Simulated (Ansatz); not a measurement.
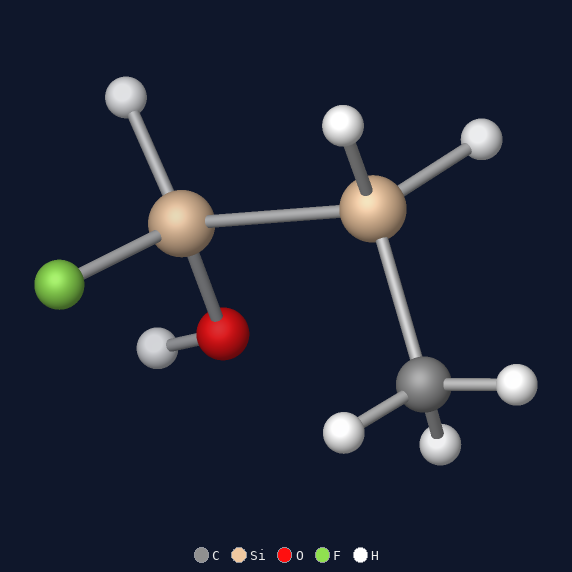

The computed structure is the end point of a PBE-D4/def2-SVP optimisation. No frequency run is at hand to confirm it as a minimum.

Give the structural formula.

SMILES: C[SiH2][Si@@H](O)F

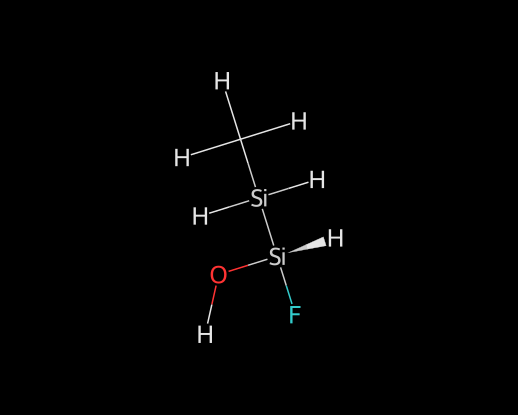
